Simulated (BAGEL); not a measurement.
# SiNH3ClO (SMILES [NH][SiH](O)Cl): ROHF/6-31G(d) (density fitting with qzvpp-jkfit, spherical functions)

Aim: the energy change on altering one bond length of SiNH3ClO at ROHF/6-31G* (density fitting with qzvpp-jkfit, spherical functions), from 2 runs. 

The calculation is run with BAGEL 1.2.2.

2 further runs of the same task are left out: 1 that didn't finish, 1 set aside as unsound or not needed. Runs told in other sessions of the task aren't counted.

### 1 The system as given

SiNH3ClO: 7 atoms, total charge 0, spin state doublet. As SMILES, `[NH][SiH](O)Cl`. Geometry: relaxed at PBE0-D4/def2-TZVP. This is one conformer, not always the lowest.

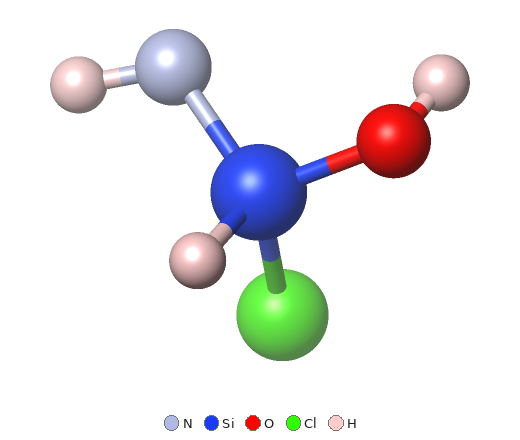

The structure, seen from a chosen angle (nitrogen light blue, silicon blue, oxygen red, chlorine green, hydrogen pink).

### 2 A single-point energy at ROHF/6-31G(d) (density fitting with qzvpp-jkfit, spherical functions)

The input, job.json:

```json
{ "bagel" : [

{
  "title" : "molecule",
  "basis" : "6-31gs.json",
  "df_basis" : "qzvpp-jkfit",
  "angstrom" : true,
  "geometry" : [
    { "atom" : "N", "xyz" : [   -0.309900,    1.111500,   -0.879100 ] },
    { "atom" : "Si", "xyz" : [   -0.073900,   -0.114300,    0.330400 ] },
    { "atom" : "O", "xyz" : [    1.465600,   -0.630300,    0.304800 ] },
    { "atom" : "Cl", "xyz" : [   -1.390000,   -1.593900,   -0.221000 ] },
    { "atom" : "H", "xyz" : [   -1.151500,    1.677300,   -0.756300 ] },
    { "atom" : "H", "xyz" : [   -0.348600,    0.280200,    1.724700 ] },
    { "atom" : "H", "xyz" : [    1.869600,   -0.798400,   -0.549200 ] }
  ]
},
{
  "title" : "rohf",
  "nopen" : 1
},
{
  "title" : "print",
  "file" : "orbitals.molden",
  "orbitals" : true
}

]}
```

The basis set 6-31G* is read from a file made from the Basis Set Exchange's data (not shown).

Command:

```console
$ BAGEL_NUM_THREADS=1 BAGEL job.json > job.out
```

The program printed:

```text
* using 1 threads per process

  ===============================================================
  ===============================================================

  *** Geometry ***

  { "atom" : "N", "xyz" : [     -0.585626,      2.100431,     -1.661258 ] },
  { "atom" : "Si", "xyz" : [     -0.139651,     -0.215996,      0.624366 ] },
  { "atom" : "O", "xyz" : [      2.769583,     -1.191094,      0.575989 ] },
  { "atom" : "Cl", "xyz" : [     -2.626719,     -3.012034,     -0.417629 ] },
  { "atom" : "H", "xyz" : [     -2.176020,      3.169638,     -1.429200 ] },
  { "atom" : "H", "xyz" : [     -0.658759,      0.529501,      3.259211 ] },
  { "atom" : "H", "xyz" : [      3.533032,     -1.508757,     -1.037838 ] },

  Number of auxiliary basis functions:      464

  Since a DF basis is specified, we compute 2- and 3-index integrals:
    o Being stored without compression. Storage requirement is 0.018 GB

  Number of basis functions:       70
  Number of electrons      :       49

    * METHOD: MOLECULE                             0.17

  *** Open-shell HF ***

  === Nuclear Repulsion ===
   216.9330652854

      * DIIS with orbital gradients will be used.

  === ROHF iteration (6-31gs.json) ===
      0       -879.21889500          0.04921723           0.08
      1       -879.41830610          0.02977660           0.08
      2       -879.48833825          0.01733793           0.08
      3       -879.51755804          0.00181070           0.08
      4       -879.51858999          0.00089070           0.08
      5       -879.51896523          0.00049549           0.08
      6       -879.51923455          0.00041164           0.08
      7       -879.51955432          0.00033027           0.07
      8       -879.51987641          0.00023462           0.07
      9       -879.52006844          0.00013668           0.08
     10       -879.52012181          0.00006590           0.08
     11       -879.52013101          0.00003069           0.08
     12       -879.52013262          0.00001262           0.08
     13       -879.52013307          0.00000391           0.08
     14       -879.52013321          0.00000228           0.08
     15       -879.52013323          0.00000173           0.08
     16       -879.52013324          0.00000144           0.08
     17       -879.52013324          0.00000112           0.08
     18       -879.52013324          0.00000085           0.08
     19       -879.52013324          0.00000063           0.08
     20       -879.52013324          0.00000027           0.07
     21       -879.52013325          0.00000012           0.08
     22       -879.52013325          0.00000005           0.08
     23       -879.52013325          0.00000002           0.08
     24       -879.52013325          0.00000001           0.08
     25       -879.52013325          0.00000001           0.08
    * SCF iteration converged.

    * S^2 (ROHF) is 0.7500

    * Permanent dipole moment:
           (    0.026516,    -0.601612,     0.012534) a.u.

    * METHOD: ROHF                                 2.10

    * METHOD: PRINT                                0.01

  ===============================================================
```

Run time: 2.4 s. Hardware: 1 thread of Arm Neoverse V2, shared host.

### 3 The distorted shape

The input, input.json:

```json
{ "bagel": [

{
  "title": "molecule",
  "basis": "6-31gs.json",
  "df_basis": "qzvpp-jkfit",
  "angstrom": "true",
  "geometry": [
    { "atom": "N", "xyz": [    0.110918,    0.828588,   -0.940503 ] },
    { "atom": "Si", "xyz": [    0.346918,   -0.397212,    0.268997 ] },
    { "atom": "O", "xyz": [    1.886418,   -0.913212,    0.243397 ] },
    { "atom": "Cl", "xyz": [   -0.969182,   -1.876812,   -0.282403 ] },
    { "atom": "H", "xyz": [   -1.151500,    1.677300,   -0.756300 ] },
    { "atom": "H", "xyz": [    0.072218,   -0.002712,    1.663297 ] },
    { "atom": "H", "xyz": [    2.290418,   -1.081312,   -0.610603 ] }
  ]
},
{
  "title": "rohf",
  "nopen": 1
},
{
  "title": "print",
  "file": "orbitals.molden",
  "orbitals": "true"
}

]}
```

The basis set 6-31G* is read from a file made from the Basis Set Exchange's data (not shown).

Command:

```console
$ BAGEL_NUM_THREADS=1 BAGEL input.json > input.out
```

The program printed:

```text
* using 1 threads per process

  ===============================================================
  ===============================================================

  *** Geometry ***

  { "atom" : "N", "xyz" : [      0.209605,      1.565804,     -1.777293 ] },
  { "atom" : "Si", "xyz" : [      0.655580,     -0.750622,      0.508331 ] },
  { "atom" : "O", "xyz" : [      3.564813,     -1.725721,      0.459954 ] },
  { "atom" : "Cl", "xyz" : [     -1.831489,     -3.546661,     -0.533664 ] },
  { "atom" : "H", "xyz" : [     -2.176020,      3.169638,     -1.429200 ] },
  { "atom" : "H", "xyz" : [      0.136472,     -0.005125,      3.143176 ] },
  { "atom" : "H", "xyz" : [      4.328263,     -2.043384,     -1.153872 ] },

  Number of auxiliary basis functions:      464

  Since a DF basis is specified, we compute 2- and 3-index integrals:
    o Being stored without compression. Storage requirement is 0.018 GB

  Number of basis functions:       70
  Number of electrons      :       49

    * METHOD: MOLECULE                             0.17

  *** Open-shell HF ***

  === Nuclear Repulsion ===
   214.9056157618

      * DIIS with orbital gradients will be used.

  === ROHF iteration (6-31gs.json) ===
      0       -879.16671223          0.04747332           0.07
      1       -879.33398630          0.02887230           0.07
      2       -879.39191316          0.01834191           0.07
      3       -879.42449568          0.00143591           0.07
      4       -879.42520123          0.00055302           0.07
      5       -879.42535739          0.00032276           0.07
      6       -879.42545427          0.00026057           0.07
      7       -879.42553051          0.00022543           0.07
      8       -879.42565052          0.00016392           0.08
      9       -879.42574939          0.00007141           0.07
     10       -879.42576727          0.00003713           0.08
     11       -879.42576881          0.00002216           0.07
     12       -879.42576916          0.00000995           0.07
     13       -879.42576933          0.00000344           0.07
     14       -879.42576939          0.00000162           0.07
     15       -879.42576940          0.00000078           0.07
     16       -879.42576941          0.00000049           0.07
     17       -879.42576941          0.00000032           0.07
     18       -879.42576941          0.00000020           0.08
     19       -879.42576941          0.00000009           0.07
     20       -879.42576941          0.00000005           0.07
     21       -879.42576941          0.00000003           0.07
     22       -879.42576941          0.00000003           0.07
     23       -879.42576941          0.00000001           0.07
     24       -879.42576941          0.00000001           0.07
    * SCF iteration converged.

    * S^2 (ROHF) is 0.7500

    * Permanent dipole moment:
           (   -0.012318,    -0.566110,     0.011045) a.u.

    * METHOD: ROHF                                 1.95

    * METHOD: PRINT                                0.01

  ===============================================================
```

Wall time 2.3 s (1 thread of Arm Neoverse V2, shared host).

### 4 Outcome

Level: ROHF/6-31G* (density fitting with qzvpp-jkfit, spherical functions).

| quantity | value |
| --- | --- |
| first shape: total energy | -879.52013 Eh |
| first shape: dipole moment | 1.53 D |
| first shape: ⟨S²⟩ | 0.750 |
| distorted shape: total energy | -879.42577 Eh |
| distorted shape: dipole moment | 1.44 D |
| distorted shape: ⟨S²⟩ | 0.750 |
| energy change with the N1–H5 bond stretched from 1.022 to 1.532 Å | 2.568 eV |

**Reading.** With the N1–H5 bond stretched from 1.022 to 1.532 Å the energy rises by 2.57 eV (59 kcal/mol). The first shape isn't relaxed at this level, so the change isn't measured from a minimum.
